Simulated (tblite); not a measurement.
Geometry relaxation, with input and output: C$_{3}$H$_{12}$Ge$_{2}$S (part 1 of 2)

The run: geometry relaxation of C$_{3}$H$_{12}$Ge$_{2}$S, SMILES C[CH2][Ge@H]([CH3])[S][GeH3]. Method and program: GFN2-xTB geometry optimisation, gas phase (tblite 0.8.0).

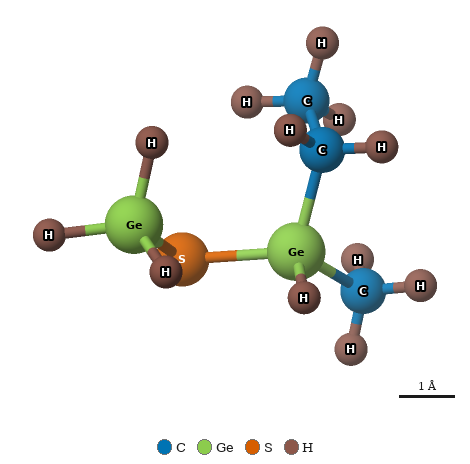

Fig. 1: The starting structure (ball-and-stick view, seen at a tilt). Sticks mark near contacts. Bond lengths as drawn: C–C 1.51 Å, C–Ge 1.94 to 1.96 Å, C–H 1.10 to 1.12 Å, Ge–H 1.54 to 1.55 Å and Ge–S 2.21 to 2.22 Å.

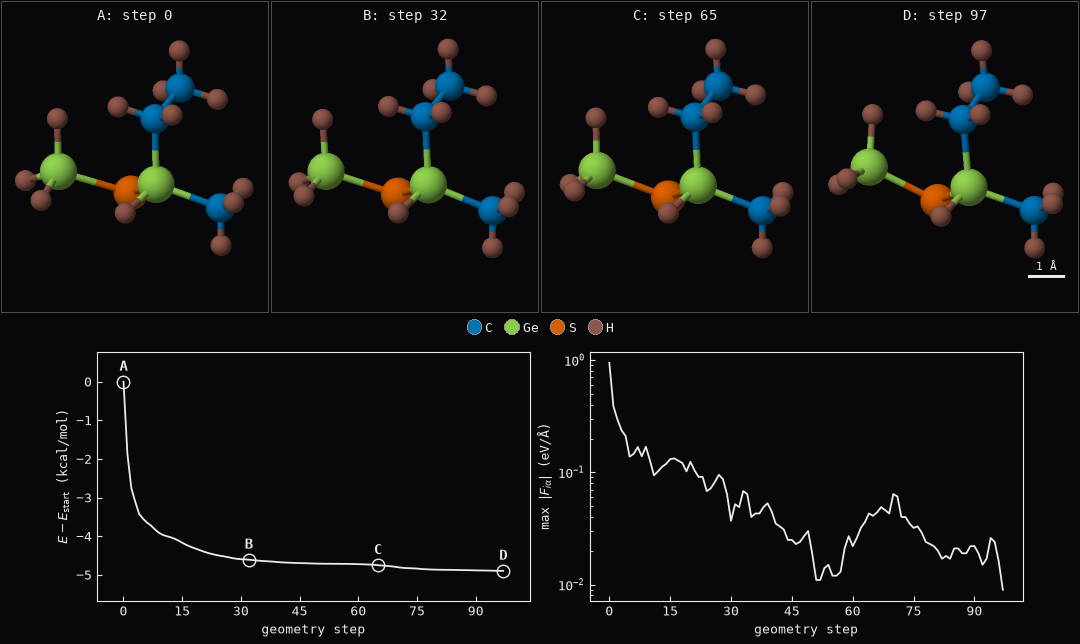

Fig. 2: Frames of the relaxation (ball-and-stick view, seen at a tilt) above the curves, on which the letters mark them (steps are counted from 0).

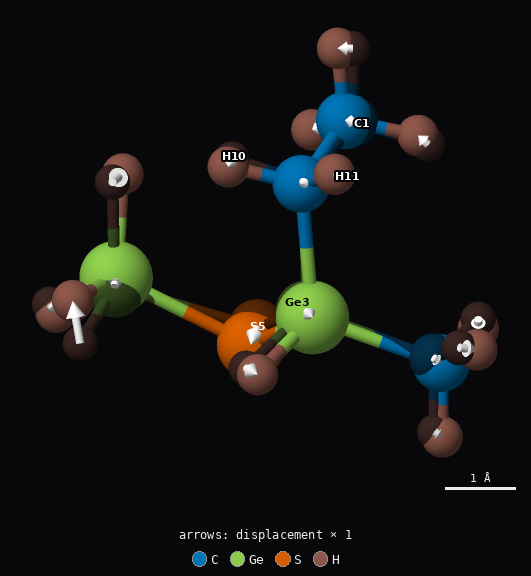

Fig. 3: Start (faint) and end (solid) with the displacements as white arrows, at true length (ball-and-stick view, seen at a tilt). The two geometries are laid on each other by the best rigid fit. The atom that moves furthest after the best rigid fit is H18 (0.63 Å). By element the largest moves are H 0.63 Å, S 0.32 Å, Ge 0.18 Å, C 0.15 Å. Among the contacts that change: C2–Ge3 1.944 → 2.003 Å, Ge6–H17 1.550 → 1.497 Å, Ge6–H16 1.552 → 1.506 Å, Ge3–S5 2.215 → 2.245 Å. Among the angles that change: Ge3–S5–Ge6 92.8° → 100.0°, C2–Ge3–C4 109.1° → 114.2°, S5–Ge3–H12 110.1° → 107.2°. Over 97 geometry steps the energy falls by 4.89 kcal/mol. Largest force component: 0.94 eV/Å at the start, 0.009 eV/Å at the end. (Atoms are counted from 1 in the order of the input.)

The input that produced these results follows, with the program's output.

### Input file
```
{"job": {"kind": "relax", "xc": "GFN2-xTB", "basis": "xTB"}, "charge": 0, "multiplicity": 1}
C     -1.320700    -1.598300    -0.125400
C     -0.522900    -0.845800     0.915500
Ge     0.023200     0.906100     0.274000
C     -1.563000     2.040900     0.082300
S      1.017600     0.747200    -1.699000
Ge     2.762800    -0.321500    -0.853500
H     -0.721400    -1.746200    -1.045000
H     -2.239200    -1.017900    -0.376400
H     -1.624300    -2.590700     0.274600
H      0.386600    -1.435800     1.183000
H     -1.129300    -0.723500     1.843300
H      0.973200     1.560600     1.295500
H     -1.260900     3.050300    -0.223200
H     -2.078800     2.096500     1.065500
H     -2.248600     1.603500    -0.663000
H      2.341200    -1.743300    -0.396600
H      3.874100    -0.435200    -1.927900
H      3.321400     0.459600     0.364600
```

The first line tells a small driver script what to run in tblite; the rest is the geometry in Å.

Run as:
```bash
OMP_NUM_THREADS=1 python <driver script> task.json out
```

### Log
```
step      E/eV     max force
  0    -535.23763    1.311
  1    -535.31873    0.480
  2    -535.35695    0.341
  3    -535.37231    0.273
  4    -535.38600    0.236
  5    -535.39146    0.159
  6    -535.39571    0.174
  7    -535.39899    0.183
  8    -535.40326    0.198
  9    -535.40699    0.211
 10    -535.40951    0.147
 11    -535.41093    0.095
 12    -535.41218    0.111
 13    -535.41377    0.122
 14    -535.41587    0.144
 15    -535.41834    0.150
 16    -535.42067    0.150
 17    -535.42260    0.132
 18    -535.42427    0.125
 19    -535.42589    0.106
 20    -535.42750    0.140
 21    -535.42903    0.126
 22    -535.43035    0.103
 23    -535.43144    0.103
 24    -535.43239    0.073
 25    -535.43320    0.081
 26    -535.43396    0.100
 27    -535.43484    0.138
 28    -535.43575    0.125
 29    -535.43643    0.070
 30    -535.43681    0.046
 31    -535.43708    0.062
 32    -535.43740    0.080
 33    -535.43783    0.083
 34    -535.43830    0.067
 35    -535.43867    0.050
 36    -535.43893    0.049
 37    -535.43918    0.056
 38    -535.43950    0.066
 39    -535.43988    0.071
 40    -535.44025    0.059
 41    -535.44051    0.036
 42    -535.44070    0.033
 43    -535.44088    0.035
 44    -535.44105    0.033
 45    -535.44120    0.028
 46    -535.44131    0.027
 47    -535.44144    0.029
 48    -535.44159    0.032
 49    -535.44175    0.031
 50    -535.44185    0.022
 51    -535.44190    0.013
 52    -535.44193    0.013
 53    -535.44196    0.017
 54    -535.44200    0.020
 55    -535.44203    0.014
 56    -535.44206    0.014
 57    -535.44210    0.017
 58    -535.44217    0.026
 59    -535.44227    0.034
 60    -535.44240    0.029
 61    -535.44253    0.030
 62    -535.44266    0.033
 63    -535.44285    0.042
 64    -535.44313    0.057
 65    -535.44353    0.056
 66    -535.44394    0.045
 67    -535.44431    0.054
 68    -535.44467    0.057
 69    -535.44514    0.054
 70    -535.44577    0.081
 71    -535.44637    0.074
 72    -535.44675    0.046
 73    -535.44692    0.041
 74    -535.44711    0.039
 75    -535.44731    0.035
 76    -535.44787    0.038
 77    -535.44806    0.035
 78    -535.44831    0.032
 79    -535.44846    0.029
 80    -535.44860    0.026
 81    -535.44869    0.021
 82    -535.44875    0.017
 83    -535.44879    0.018
 84    -535.44884    0.023
 85    -535.44891    0.026
 86    -535.44901    0.021
 87    -535.44908    0.022
 88    -535.44916    0.024
 89    -535.44926    0.033
 90    -535.44938    0.029
 91    -535.44947    0.027
 92    -535.44954    0.020
 93    -535.44961    0.025
 94    -535.44970    0.039
 95    -535.44980    0.039
 96    -535.44986    0.025
 97    -535.44989    0.010
```

### Trajectory as extended XYZ (Å, eV, eV/Å), 27 of the 98 frames kept, from step=0 to step=97
```
18
Properties=species:S:1:pos:R:3:forces:R:3 step=0 energy=-535.23763
C    -1.3207   -1.5983   -0.1254   -0.6080  -0.3720  -0.2130
C    -0.5229   -0.8458    0.9155    0.3010  -0.8590   0.9440
Ge    0.0232    0.9061    0.2740    0.0150   0.7120   0.2730
C    -1.5630    2.0409    0.0823   -0.4380   0.2130   0.1930
S     1.0176    0.7472   -1.6990    0.4190  -0.1090  -0.0960
Ge    2.7628   -0.3215   -0.8535    0.3020  -0.1320  -0.0370
H    -0.7214   -1.7462   -1.0450   -0.3910   0.0490   0.4480
H    -2.2392   -1.0179   -0.3764    0.6120  -0.5180   0.0530
H    -1.6243   -2.5907    0.2746    0.1270   0.5920  -0.4090
H     0.3866   -1.4358    1.1830   -0.6060   0.2800  -0.0090
H    -1.1293   -0.7235    1.8433    0.4470  -0.0910  -0.5540
H     0.9732    1.5606    1.2955    0.0030  -0.0580  -0.1150
H    -1.2609    3.0503   -0.2232   -0.3370  -0.2950   0.0450
H    -2.0788    2.0965    1.0655    0.2580   0.0440  -0.7290
H    -2.2486    1.6035   -0.6630    0.2610   0.3890   0.3460
H     2.3412   -1.7433   -0.3966    0.2500   0.4520  -0.1420
H     3.8741   -0.4352   -1.9279   -0.4600   0.0340   0.3790
H     3.3214    0.4596    0.3646   -0.1580  -0.3330  -0.3780
18
Properties=species:S:1:pos:R:3:forces:R:3 step=4 energy=-535.38600
C    -1.3270   -1.6072   -0.1179   -0.0310  -0.0600  -0.0180
C    -0.5178   -0.8720    0.9291    0.1070   0.1100   0.0770
Ge    0.0196    0.9318    0.2916    0.0790  -0.1250  -0.0660
C    -1.5704    2.0525    0.0840    0.0060   0.0540  -0.0090
S     1.0549    0.7394   -1.6964    0.0500   0.0500   0.1170
Ge    2.7788   -0.3290   -0.8556   -0.0840   0.0400  -0.0010
H    -0.7443   -1.7457   -1.0232    0.0860  -0.0400  -0.1150
H    -2.2175   -1.0437   -0.3779   -0.1140   0.0430  -0.0110
H    -1.6293   -2.5801    0.2502   -0.0800  -0.1850   0.0100
H     0.3698   -1.4425    1.1965    0.0250  -0.1070   0.0700
H    -1.1103   -0.7330    1.8313   -0.0110  -0.0400   0.0940
H     0.9814    1.5632    1.2916    0.0770   0.0590   0.0260
H    -1.2894    3.0484   -0.2257   -0.0790   0.2110  -0.0690
H    -2.0794    2.1056    1.0382   -0.1130   0.0780   0.0690
H    -2.2431    1.6284   -0.6505   -0.0880   0.0170  -0.0980
H     2.3663   -1.7053   -0.4088    0.1000  -0.0160  -0.0020
H     3.8391   -0.4332   -1.9005    0.0290  -0.0100  -0.0730
H     3.3099    0.4284    0.3324    0.0410  -0.0780  -0.0010
18
Properties=species:S:1:pos:R:3:forces:R:3 step=7 energy=-535.39899
C    -1.3281   -1.6134   -0.1166   -0.0160  -0.0350  -0.0200
C    -0.5119   -0.8724    0.9347   -0.0700  -0.1680   0.0220
Ge    0.0243    0.9283    0.2911   -0.0550   0.0870   0.0540
C    -1.5722    2.0621    0.0817   -0.0670   0.0740  -0.0200
S     1.0662    0.7448   -1.6860   -0.0660   0.1070  -0.0290
Ge    2.7767   -0.3277   -0.8572    0.0610  -0.0210  -0.0270
H    -0.7425   -1.7497   -1.0273   -0.0130  -0.0210   0.0450
H    -2.2225   -1.0462   -0.3784    0.0450  -0.0400   0.0410
H    -1.6376   -2.5942    0.2452    0.0240   0.0480  -0.0240
H     0.3698   -1.4555    1.2071   -0.0220  -0.0130   0.0110
H    -1.1072   -0.7388    1.8391    0.0250  -0.0120   0.0100
H     0.9908    1.5695    1.2926    0.0130   0.0080  -0.0230
H    -1.3046    3.0668   -0.2323   -0.0530   0.0050   0.0030
H    -2.0902    2.1160    1.0374    0.0030   0.0490  -0.0760
H    -2.2491    1.6370   -0.6560    0.0270   0.0490   0.0120
H     2.3820   -1.7011   -0.4112    0.0390  -0.1180   0.0190
H     3.8343   -0.4336   -1.9027    0.0380   0.0010  -0.0900
H     3.3130    0.4143    0.3272    0.0850  -0.0010   0.0900
18
Properties=species:S:1:pos:R:3:forces:R:3 step=11 energy=-535.41093
C    -1.3297   -1.6257   -0.1154    0.0180   0.0130   0.0380
C    -0.5156   -0.8928    0.9422    0.0120   0.0940  -0.0060
Ge    0.0146    0.9354    0.3022   -0.0600  -0.0220   0.0220
C    -1.5825    2.0845    0.0754    0.0110  -0.0150   0.0060
S     1.0692    0.7704   -1.6760    0.0260  -0.0150   0.0710
Ge    2.7848   -0.3300   -0.8629    0.0120  -0.0060   0.0110
H    -0.7420   -1.7588   -1.0240    0.0010  -0.0030   0.0210
H    -2.2216   -1.0556   -0.3716    0.0020  -0.0030   0.0030
H    -1.6436   -2.6063    0.2362    0.0170  -0.0230   0.0230
H     0.3664   -1.4739    1.2199   -0.0110   0.0310  -0.0530
H    -1.1019   -0.7503    1.8509   -0.0430  -0.0450  -0.0170
H     1.0027    1.5782    1.2892   -0.0570  -0.0170  -0.0170
H    -1.3299    3.0918   -0.2405    0.0510  -0.0080  -0.0010
H    -2.1056    2.1391    1.0255   -0.0360   0.0350   0.0040
H    -2.2531    1.6549   -0.6632    0.0000  -0.0020  -0.0210
H     2.4089   -1.7175   -0.4123    0.0230  -0.0010  -0.0400
H     3.8357   -0.4331   -1.9237   -0.0150   0.0210  -0.0240
H     3.3344    0.3959    0.3366    0.0470  -0.0340  -0.0190
18
Properties=species:S:1:pos:R:3:forces:R:3 step=15 energy=-535.41834
C    -1.3273   -1.6298   -0.1057   -0.0600  -0.0310  -0.0790
C    -0.5206   -0.8857    0.9457   -0.0530  -0.1310   0.0490
Ge   -0.0097    0.9379    0.3159    0.1020   0.0180  -0.0640
C    -1.5903    2.0954    0.0732   -0.0560   0.0290  -0.0010
S     1.0764    0.7813   -1.6464    0.0070  -0.0370   0.0280
Ge    2.7977   -0.3348   -0.8634    0.0050   0.0020  -0.0020
H    -0.7410   -1.7647   -1.0129    0.0440   0.0100  -0.0400
H    -2.2193   -1.0638   -0.3652   -0.0620  -0.0030  -0.0180
H    -1.6372   -2.6146    0.2414    0.0260   0.0290   0.0640
H     0.3627   -1.4693    1.2082    0.0630   0.0650   0.0210
H    -1.1137   -0.7715    1.8528   -0.0050   0.0170   0.0460
H     0.9870    1.5770    1.2825   -0.0270   0.0180   0.0850
H    -1.3241    3.0990   -0.2447    0.0520  -0.0180  -0.0140
H    -2.1263    2.1653    1.0160   -0.0270   0.0060  -0.0150
H    -2.2533    1.6663   -0.6732   -0.0160   0.0170  -0.0060
H     2.4322   -1.7312   -0.4278    0.0120   0.0140  -0.0390
H     3.8311   -0.4242   -1.9461   -0.0390   0.0280   0.0120
H     3.3670    0.3737    0.3381    0.0360  -0.0350  -0.0250
18
Properties=species:S:1:pos:R:3:forces:R:3 step=19 energy=-535.42589
C    -1.3325   -1.6392   -0.1060    0.0340   0.0140   0.0450
C    -0.5345   -0.8955    0.9542    0.0350   0.0870  -0.0280
Ge   -0.0250    0.9407    0.3257   -0.0540  -0.0230   0.0750
C    -1.6041    2.1112    0.0688    0.0530  -0.0300  -0.0210
S     1.0879    0.7865   -1.6139   -0.0160  -0.0100  -0.0780
Ge    2.8135   -0.3403   -0.8641   -0.0100   0.0030  -0.0020
H    -0.7339   -1.7695   -1.0080   -0.0430   0.0040   0.0040
H    -2.2294   -1.0770   -0.3634    0.0030  -0.0590  -0.0260
H    -1.6281   -2.6214    0.2572   -0.0280  -0.0220  -0.0320
H     0.3703   -1.4536    1.2031   -0.0280   0.0060   0.0410
H    -1.1258   -0.7928    1.8652    0.0430   0.0020  -0.0080
H     0.9652    1.5817    1.2973   -0.0240   0.0190   0.1020
H    -1.3094    3.1055   -0.2533    0.0070  -0.0050  -0.0100
H    -2.1557    2.1967    1.0015    0.0190  -0.0090  -0.0280
H    -2.2586    1.6847   -0.6864   -0.0170   0.0270  -0.0070
H     2.4619   -1.7439   -0.4542   -0.0170  -0.0280  -0.0140
H     3.8173   -0.4074   -1.9698    0.0100   0.0250  -0.0270
H     3.4124    0.3400    0.3344    0.0330  -0.0020   0.0150
18
Properties=species:S:1:pos:R:3:forces:R:3 step=22 energy=-535.43035
C    -1.3330   -1.6438   -0.1023    0.0030  -0.0090   0.0270
C    -0.5401   -0.8939    0.9568    0.0370   0.0410   0.0330
Ge   -0.0381    0.9414    0.3406    0.0870   0.0370  -0.0420
C    -1.6064    2.1164    0.0626   -0.0090   0.0110  -0.0160
S     1.0909    0.7857   -1.6059   -0.0450  -0.0080   0.0910
Ge    2.8221   -0.3433   -0.8652   -0.0320   0.0170  -0.0220
H    -0.7356   -1.7709   -1.0050   -0.0180  -0.0120   0.0070
H    -2.2365   -1.0950   -0.3671    0.0210  -0.0130   0.0120
H    -1.6248   -2.6259    0.2640   -0.0020  -0.0380  -0.0370
H     0.3727   -1.4393    1.2067   -0.0390  -0.0330   0.0060
H    -1.1263   -0.8035    1.8723    0.0130   0.0210  -0.0140
H     0.9448    1.5875    1.3273   -0.0710  -0.0200   0.0340
H    -1.2957    3.1055   -0.2600    0.0000   0.0140  -0.0100
H    -2.1697    2.2132    0.9870    0.0370  -0.0040   0.0000
H    -2.2641    1.7004   -0.6954    0.0150  -0.0040  -0.0310
H     2.4758   -1.7555   -0.4742   -0.0130  -0.0020  -0.0100
H     3.8090   -0.3915   -1.9875    0.0220   0.0120  -0.0190
H     3.4462    0.3188    0.3336   -0.0070  -0.0080  -0.0080
18
Properties=species:S:1:pos:R:3:forces:R:3 step=26 energy=-535.43396
C    -1.3319   -1.6495   -0.0953    0.0010  -0.0040  -0.0160
C    -0.5408   -0.8896    0.9612   -0.0250  -0.0460  -0.0160
Ge   -0.0386    0.9484    0.3479   -0.0820  -0.0350   0.0450
C    -1.6072    2.1231    0.0534    0.0260   0.0070  -0.0120
S     1.0861    0.7859   -1.5854    0.0230   0.0230  -0.0280
Ge    2.8260   -0.3447   -0.8706    0.0230  -0.0180  -0.0090
H    -0.7391   -1.7748   -1.0007    0.0310  -0.0030   0.0020
H    -2.2386   -1.1106   -0.3658   -0.0070   0.0320   0.0390
H    -1.6213   -2.6364    0.2627    0.0340   0.0020   0.0200
H     0.3695   -1.4372    1.2124    0.0110  -0.0250   0.0000
H    -1.1249   -0.8052    1.8775   -0.0190   0.0460   0.0040
H     0.9163    1.5894    1.3593   -0.0200   0.0020   0.0290
H    -1.2872    3.1099   -0.2680   -0.0090   0.0170  -0.0110
H    -2.1730    2.2258    0.9755    0.0260  -0.0070  -0.0030
H    -2.2643    1.7124   -0.7087    0.0380  -0.0130  -0.0100
H     2.4852   -1.7635   -0.4928   -0.0090   0.0180  -0.0160
H     3.8049   -0.3763   -2.0041   -0.0110   0.0090   0.0050
H     3.4701    0.2992    0.3297   -0.0320  -0.0050  -0.0220
18
Properties=species:S:1:pos:R:3:forces:R:3 step=30 energy=-535.43681
C    -1.3317   -1.6566   -0.0917    0.0060   0.0010   0.0150
C    -0.5458   -0.8949    0.9655    0.0110   0.0140   0.0180
Ge   -0.0517    0.9477    0.3619    0.0370  -0.0230  -0.0080
C    -1.6043    2.1320    0.0424    0.0100  -0.0040   0.0070
S     1.0870    0.7915   -1.5667    0.0330   0.0300  -0.0100
Ge    2.8326   -0.3483   -0.8788   -0.0250   0.0170  -0.0120
H    -0.7352   -1.7785   -0.9957   -0.0030   0.0220   0.0040
H    -2.2415   -1.1186   -0.3550    0.0040  -0.0130   0.0060
H    -1.6095   -2.6463    0.2668   -0.0040  -0.0010   0.0110
H     0.3672   -1.4397    1.2166   -0.0170   0.0010   0.0180
H    -1.1293   -0.7984    1.8819   -0.0170  -0.0300  -0.0120
H     0.8809    1.5900    1.3954   -0.0080  -0.0100   0.0020
H    -1.2791    3.1174   -0.2785    0.0060  -0.0020  -0.0070
H    -2.1712    2.2374    0.9632   -0.0230   0.0080  -0.0160
H    -2.2549    1.7203   -0.7245    0.0140  -0.0040   0.0030
H     2.4921   -1.7684   -0.5153   -0.0100  -0.0130  -0.0140
H     3.7993   -0.3594   -2.0206    0.0040  -0.0030  -0.0130
H     3.4865    0.2792    0.3214   -0.0180   0.0110   0.0080
18
Properties=species:S:1:pos:R:3:forces:R:3 step=34 energy=-535.43830
C    -1.3295   -1.6592   -0.0866   -0.0050  -0.0010  -0.0090
C    -0.5465   -0.8960    0.9705   -0.0180  -0.0210  -0.0080
Ge   -0.0489    0.9427    0.3652   -0.0100   0.0640  -0.0180
C    -1.5981    2.1335    0.0391   -0.0060  -0.0100  -0.0090
S     1.0960    0.8061   -1.5642   -0.0320   0.0410   0.0100
Ge    2.8305   -0.3470   -0.8856    0.0400  -0.0260   0.0070
H    -0.7338   -1.7733   -0.9921   -0.0060  -0.0050   0.0030
H    -2.2415   -1.1245   -0.3471   -0.0110  -0.0050  -0.0010
H    -1.6043   -2.6502    0.2715    0.0120   0.0030  -0.0070
H     0.3625   -1.4433    1.2257    0.0190  -0.0040   0.0300
H    -1.1371   -0.8016    1.8814   -0.0100   0.0010   0.0250
H     0.8648    1.5866    1.4120    0.0300  -0.0090   0.0020
H    -1.2743    3.1192   -0.2850    0.0250  -0.0280   0.0070
H    -2.1749    2.2431    0.9534    0.0010  -0.0010  -0.0060
H    -2.2446    1.7205   -0.7303    0.0050  -0.0120  -0.0120
H     2.4899   -1.7717   -0.5294   -0.0100   0.0210  -0.0210
H     3.7977   -0.3538   -2.0294   -0.0070  -0.0040   0.0100
H     3.4835    0.2751    0.3193   -0.0150  -0.0040  -0.0040
18
Properties=species:S:1:pos:R:3:forces:R:3 step=37 energy=-535.43918
C    -1.3290   -1.6616   -0.0837    0.0010   0.0040   0.0030
C    -0.5487   -0.8979    0.9745    0.0090   0.0230   0.0100
Ge   -0.0488    0.9455    0.3673   -0.0230  -0.0280   0.0430
C    -1.5955    2.1341    0.0351   -0.0140  -0.0040  -0.0080
S     1.0991    0.8201   -1.5589    0.0130   0.0030   0.0180
Ge    2.8329   -0.3483   -0.8901   -0.0250   0.0250  -0.0080
H    -0.7334   -1.7708   -0.9894   -0.0020  -0.0130  -0.0090
H    -2.2436   -1.1304   -0.3419   -0.0100  -0.0020  -0.0020
H    -1.5988   -2.6536    0.2743    0.0060  -0.0130  -0.0140
H     0.3608   -1.4443    1.2353   -0.0140   0.0160   0.0070
H    -1.1434   -0.8040    1.8841    0.0130   0.0140  -0.0020
H     0.8551    1.5836    1.4263    0.0390   0.0000  -0.0080
H    -1.2661    3.1171   -0.2893    0.0180  -0.0050  -0.0020
H    -2.1781    2.2482    0.9449    0.0010  -0.0050   0.0010
H    -2.2373    1.7202   -0.7374   -0.0040  -0.0110  -0.0210
H     2.4880   -1.7726   -0.5436   -0.0150   0.0050  -0.0140
H     3.7955   -0.3489   -2.0361    0.0080  -0.0030   0.0010
H     3.4826    0.2698    0.3171   -0.0010  -0.0080   0.0050
```
